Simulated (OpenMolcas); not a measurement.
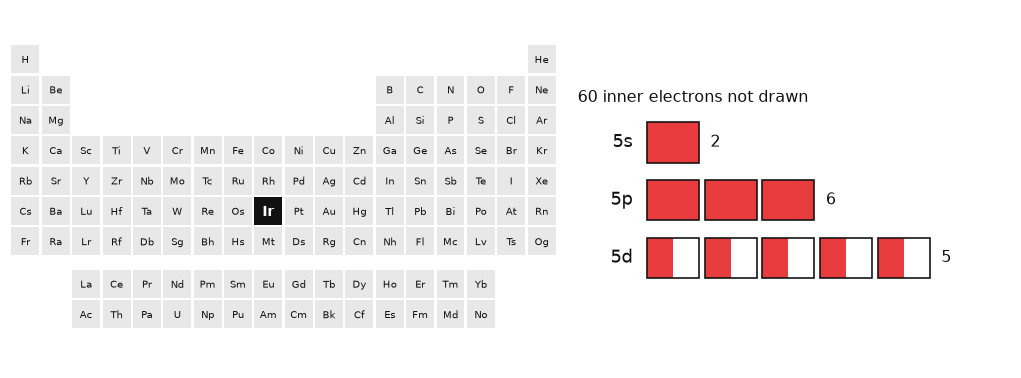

Figure 1. Left, the place of iridium in the periodic table; right, the outer shells of the leading configuration of the lowest level: a box for each of the 2l + 1 orbitals, shaded by the share of the shell that is filled, with the electron count at the right.

**Multiconfigurational calculation, with input and output: Ir⁴⁺ complex**

System: Ir⁴⁺ with 6 ligands (F; tetragonal octahedron, 2.07 Å), neutralised by 6 outer point charges of +0.33 e, whose field is part of the energies.
Method: state-averaged SS-CASPT2, IPEA shift 0.25, imaginary shift 0.1 hartree, closed shells 5s 5p of the metal and the valence shells of the ligands correlated, active space 5 electrons in the shell 5d, basis ANO-RCC-VDZP on the metal and ANO-RCC-VDZP on the ligands, DKH2 scalar Hamiltonian, spin-orbit coupling by RASSI with atomic mean-field integrals (OpenMolcas).

Summary:

```
                                 quantity                                                                 value
                                  outcome                                                             converged
      energy of the lowest spin-free term                                                  −18410.25967 hartree
    energy of the lowest spin-orbit level                                                  −18410.29947 hartree
                CASPT2 correlation energy                                                       −1.6886 hartree
largest spread among components of a term                                                              0.0 cm⁻¹
                  lowest reference weight                                                                 0.666
                                 hardware  1 thread of Arm Neoverse V2, 24 GiB of memory available, shared host
                                wall time                                                               3.7 min
                              peak memory                                                              0.61 GiB
```

Remarks:

Caveats: small active space favours high spin, ground spin may be wrong; covalent bonds, ligand orbitals missing from the active space; distances are set from ionic radii, not optimised.

Input:
```
&GATEWAY
Coord
7

Ir 0.0 0.0 0.0
F 2.070000 0.000000 0.000000
F 0.000000 2.070000 0.000000
F -2.070000 0.000000 0.000000
F 0.000000 -2.070000 0.000000
F 0.000000 0.000000 2.132100
F 0.000000 0.000000 -2.132100
Basis=Ir.ANO-RCC-VDZP,F.ANO-RCC-VDZP
Group=XYZ
NoMove
AngMom=0.0 0.0 0.0
AMFI
RICD
XField
3 Angstrom 0
4.470000 0.000000 0.000000 0.333333
0.000000 4.470000 0.000000 0.333333
0.000000 0.000000 4.532100 0.333333
&SEWARD
&RASSCF
FileOrb=start.orb
Symmetry=1
Spin=6
nActEl=5 0 0
Inactive=30 34
Ras2=5 0
CIRoot=1 1 1
SDav=1
CIMx=300
Iter=150 100
PrWF=0.3
OrbListing=Nothing
MaxOrb=0
LevShft=1.0
>>> COPY $Project.JobIph JOB001
&RASSCF
FileOrb=start.orb
Symmetry=1
Spin=4
nActEl=5 0 0
Inactive=30 34
Ras2=5 0
CIRoot=24 24 1
SDav=24
CIMx=300
Iter=150 100
PrWF=0.3
OrbListing=Nothing
MaxOrb=0
LevShft=1.0
>>> COPY $Project.JobIph JOB002
&RASSCF
FileOrb=start.orb
Symmetry=1
Spin=2
nActEl=5 0 0
Inactive=30 34
Ras2=5 0
CIRoot=75 75 1
SDav=75
CIMx=300
Iter=150 100
PrWF=0.3
OrbListing=Nothing
MaxOrb=0
LevShft=1.0
>>> COPY $Project.JobIph JOB003
&RASSI
NrOfJobIphs=3 1 24 75
1
1 2 3 4 5 6 7 8 9 10 11 12 13 14 15 16 17 18 19 20 21 22 23 24
1 2 3 4 5 6 7 8 9 10 11 12 13 14 15 16 17 18 19 20 21 22 23 24 25 26 27
28 29 30 31 32 33 34 35 36 37 38 39 40 41 42 43 44 45 46 47 48 49 50 51
52 53 54 55 56 57 58 59 60 61 62 63 64 65 66 67 68 69 70 71 72 73 74 75
IphNames
JOB001
JOB002
JOB003
EJob
SpinOrbit
DIPRint=1.0
SOCoupling=1000.0
Subsets=2
Property=9
'ANGMOM' 1 'ANGMOM' 2 'ANGMOM' 3 'MLTPL  1' 1 'MLTPL  1' 2 'MLTPL  1' 3
'AMFI' 1 'AMFI' 2 'AMFI' 3
SOProperty=3
'ANGMOM' 1 'ANGMOM' 2 'ANGMOM' 3
>>> COPY JOB001 $Project.JobIph
&CASPT2
Multistate=1 1
Frozen=17 19
IPEA=0.25
Imaginary=0.1
MaxIter=60
WThr=0.0 0.3 0.05
PrWF=0.5
NoMix
>>> COPY JOB002 $Project.JobIph
&CASPT2
Multistate=24 1 2 3 4 5 6 7 8 9 10 11 12 13 14 15 16 17 18 19 20 21 22
23 24
NoMult
Frozen=17 19
IPEA=0.25
Imaginary=0.1
MaxIter=60
WThr=0.0 0.3 0.05
PrWF=0.5
NoMix
>>> COPY JOB003 $Project.JobIph
&CASPT2
Multistate=75 1 2 3 4 5 6 7 8 9 10 11 12 13 14 15 16 17 18 19 20 21 22
23 24 25 26 27 28 29 30 31 32 33 34 35 36 37 38 39 40 41 42 43 44 45 46
47 48 49 50 51 52 53 54 55 56 57 58 59 60 61 62 63 64 65 66 67 68 69 70
71 72 73 74 75
NoMult
Frozen=17 19
IPEA=0.25
Imaginary=0.1
MaxIter=60
WThr=0.0 0.3 0.05
PrWF=0.5
NoMix
```

The file start.orb holds starting orbitals from an earlier step. A driver script formed the levels outside the program, from RASSI's spin-orbit matrix and the CASPT2 energies (for multi-state variants, the effective Hamiltonian), averaged over the components of each term or state. The log and the time are those of the CASPT2 step.

Run as:
```bash
OMP_NUM_THREADS=1 MOLCAS_MEM=2457 MOLCAS_PROJECT=a pymolcas a.inp > a.log  # once for each step of the input, in one work folder
```

The program's output (extracts):
```
--- CASPT2 ---
Orbital specifications:
      -----------------------

      Symmetry species                           1   2
                                                ag  au
      Frozen orbitals                           17  19
      Inactive orbitals                         13  15
      Active orbitals                            5   0
      Secondary orbitals                        34  40
      Deleted orbitals                           0   0
      Number of basis functions                 69  74
Type of calculation                        SS-CASPT2
      Fock operator                              state-specific
      IPEA shift                                 0.25
      Real shift                                 0.00
      Imaginary shift                            0.10
      The input orbitals will be transformed to quasi-canonical
Reference energy:      -18408.5341645307
      E2 (Non-variational):      -1.6207918813
      Shift correction:          -0.0015925478
      E2 (Variational):          -1.6223844291
      Total energy:          -18410.1565489598
      Residual norm:              0.0000003329
      Reference weight:           0.69228
      Contributions to the CASPT2 correlation energy
      Active & Virtual Only:         -0.0347101040
      One Inactive Excited:          -0.2099174196
      Two Inactive Excited:          -1.3761643577
::    CASPT2 Root  1     Total energy: -18410.15654896
--- CASPT2 ---
Orbital specifications:
      -----------------------

      Symmetry species                           1   2
                                                ag  au
      Frozen orbitals                           17  19
      Inactive orbitals                         13  15
      Active orbitals                            5   0
      Secondary orbitals                        34  40
      Deleted orbitals                           0   0
      Number of basis functions                 69  74
Type of calculation                        SS-CASPT2
      Fock operator                              state-specific
      IPEA shift                                 0.25
      Real shift                                 0.00
      Imaginary shift                            0.10
      The input orbitals will be transformed to quasi-canonical
Reference energy:      -18408.5345594504
      E2 (Non-variational):      -1.6605199957
      Shift correction:          -0.0017388738
      E2 (Variational):          -1.6622588695
      Total energy:          -18410.1968183199
      Residual norm:              0.0000001243
      Reference weight:           0.68351
      Contributions to the CASPT2 correlation energy
      Active & Virtual Only:         -0.0418728020
      One Inactive Excited:          -0.2121179121
      Two Inactive Excited:          -1.4065292816
Reference energy:      -18408.5274012788
      E2 (Non-variational):      -1.6625142254
      Shift correction:          -0.0017480955
      E2 (Variational):          -1.6642623208
      Total energy:          -18410.1916635996
      Residual norm:              0.0000009688
      Reference weight:           0.68285
      Contributions to the CASPT2 correlation energy
      Active & Virtual Only:         -0.0420882904
      One Inactive Excited:          -0.2125504474
      Two Inactive Excited:          -1.4078754876
::    CASPT2 Root  1     Total energy: -18410.19681832
::    CASPT2 Root  2     Total energy: -18410.19166360
::    CASPT2 Root  3     Total energy: -18410.19166359
::    CASPT2 Root  4     Total energy: -18410.17445018
::    CASPT2 Root  5     Total energy: -18410.17445019
::    CASPT2 Root  6     Total energy: -18410.16215093
::    CASPT2 Root  7     Total energy: -18410.09290012
::    CASPT2 Root  8     Total energy: -18410.09239753
::    CASPT2 Root  9     Total energy: -18410.08992361
::    CASPT2 Root 10     Total energy: -18410.07859961
::    CASPT2 Root 11     Total energy: -18410.07859961
::    CASPT2 Root 12     Total energy: -18410.07748383
::    CASPT2 Root 13     Total energy: -18410.07410628
::    CASPT2 Root 14     Total energy: -18410.07428694
::    CASPT2 Root 15     Total energy: -18410.03834972
::    CASPT2 Root 16     Total energy: -18410.03834973
::    CASPT2 Root 17     Total energy: -18410.03757265
::    CASPT2 Root 18     Total energy: -18410.04294638
::    CASPT2 Root 19     Total energy: -18409.94929733
::    CASPT2 Root 20     Total energy: -18409.94929733
::    CASPT2 Root 21     Total energy: -18409.94313754
::    CASPT2 Root 22     Total energy: -18409.93309231
::    CASPT2 Root 23     Total energy: -18409.91908073
::    CASPT2 Root 24     Total energy: -18409.91908069
--- CASPT2 ---
Orbital specifications:
      -----------------------

      Symmetry species                           1   2
                                                ag  au
      Frozen orbitals                           17  19
      Inactive orbitals                         13  15
      Active orbitals                            5   0
      Secondary orbitals                        34  40
      Deleted orbitals                           0   0
      Number of basis functions                 69  74
Type of calculation                        SS-CASPT2
      Fock operator                              state-specific
      IPEA shift                                 0.25
      Real shift                                 0.00
      Imaginary shift                            0.10
      The input orbitals will be transformed to quasi-canonical
Reference energy:      -18408.5710553689
      E2 (Non-variational):      -1.6868531475
      Shift correction:          -0.0017641564
      E2 (Variational):          -1.6886173039
      Total energy:          -18410.2596726728
      Residual norm:              0.0000009028
      Reference weight:           0.67942
      Contributions to the CASPT2 correlation energy
      Active & Virtual Only:         -0.0458219872
      One Inactive Excited:          -0.2096249451
      Two Inactive Excited:          -1.4314062151
Reference energy:      -18408.5679099329
      E2 (Non-variational):      -1.6863625055
      Shift correction:          -0.0017816326
      E2 (Variational):          -1.6881441381
      Total energy:          -18410.2560540710
      Residual norm:              0.0000009716
      Reference weight:           0.67924
      Contributions to the CASPT2 correlation energy
      Active & Virtual Only:         -0.0456361860
      One Inactive Excited:          -0.2102245318
      Two Inactive Excited:          -1.4305017878
::    CASPT2 Root  1     Total energy: -18410.25967267
::    CASPT2 Root  2     Total energy: -18410.25605407
::    CASPT2 Root  3     Total energy: -18410.25605407
::    CASPT2 Root  4     Total energy: -18410.16664931
::    CASPT2 Root  5     Total energy: -18410.16266029
::    CASPT2 Root  6     Total energy: -18410.16266029
::    CASPT2 Root  7     Total energy: -18410.16423119
::    CASPT2 Root  8     Total energy: -18410.15522632
::    CASPT2 Root  9     Total energy: -18410.15009688
::    CASPT2 Root 10     Total energy: -18410.15009688
::    CASPT2 Root 11     Total energy: -18410.14906438
::    CASPT2 Root 12     Total energy: -18410.14693731
::    CASPT2 Root 13     Total energy: -18410.13292525
::    CASPT2 Root 14     Total energy: -18410.13292524
::    CASPT2 Root 15     Total energy: -18410.12597403
::    CASPT2 Root 16     Total energy: -18410.12597402
::    CASPT2 Root 17     Total energy: -18410.11949059
::    CASPT2 Root 18     Total energy: -18410.11589719
::    CASPT2 Root 19     Total energy: -18410.11524241
::    CASPT2 Root 20     Total energy: -18410.09547697
::    CASPT2 Root 21     Total energy: -18410.08393816
::    CASPT2 Root 22     Total energy: -18410.06584976
::    CASPT2 Root 23     Total energy: -18410.05897108
::    CASPT2 Root 24     Total energy: -18410.05897109
::    CASPT2 Root 25     Total energy: -18410.05738834
::    CASPT2 Root 26     Total energy: -18410.04860022
::    CASPT2 Root 27     Total energy: -18410.04872375
::    CASPT2 Root 28     Total energy: -18410.04370174
::    CASPT2 Root 29     Total energy: -18410.04052390
::    CASPT2 Root 30     Total energy: -18410.04052389
```

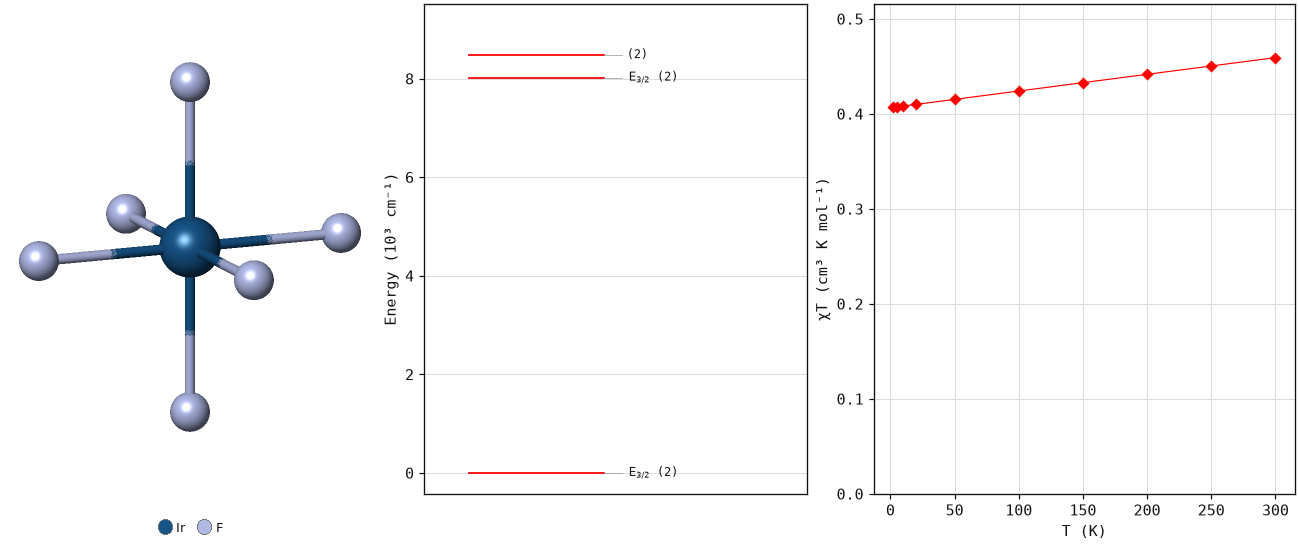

Figure 2. Ir⁴⁺ (5d⁵) with 6 ligands, F⁻, at 2.07 Å (arrangement: tetragonal octahedron, D4h), axial distortion 1.03, neutralised by outer point charges of +0.33 e, and its levels and susceptibility. Labels give the representation in O, Td, D4 or D3 as the site allows (double group for half-integer spin) where it could be assigned and, in brackets, the degeneracy; spin-free states, where drawn, share the zero of the spin-orbit levels. Powder susceptibility by Van Vleck's formula. The ground level is E₃/₂, a Kramers doublet, 87 % from states of spin multiplicity 2. Its principal g values are 1.83, 2.20 and 2.20. The next level lies at 8,020 cm⁻¹ (E₃/₂). χT is 0.407 cm³ K mol⁻¹ at 2 K and 0.459 at 300 K, an effective moment of 1.92 μB.
